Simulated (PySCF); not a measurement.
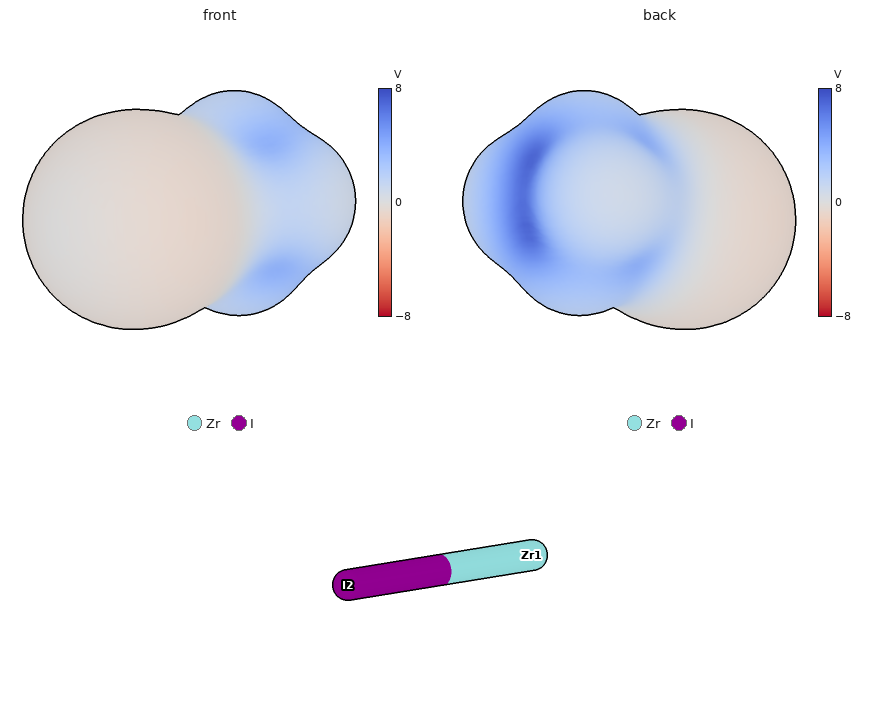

*ZrI (quartet). The electrostatic potential painted on the density surface at 0.004 e/bohr³, seen from the front and from behind; the colour scale runs from red (negative) to blue (positive). The bare structure is drawn below in the same view.*

Core potentials replace the inner electrons of Zr and I.

All numbers below come from PySCF 2.14.0, PBE0/def2-TZVPP, non-relativistic Hamiltonian with scalar-relativistic core potentials where named, at a bond length of 2.740 Å.

| atom | x (Å) | y (Å) | z (Å) |
| --- | --- | --- | --- |
| Zr | 0.0000 | 0.0000 | -1.6038 |
| I | 0.0000 | 0.0000 | 1.1362 |

Describe the electrostatic potential map.

The most negative region (about −0.6 V, or −14 kcal/mol for a unit charge) lies over I2, the most positive (about +6.7 V, or +155 kcal/mol for a unit charge) over Zr1.
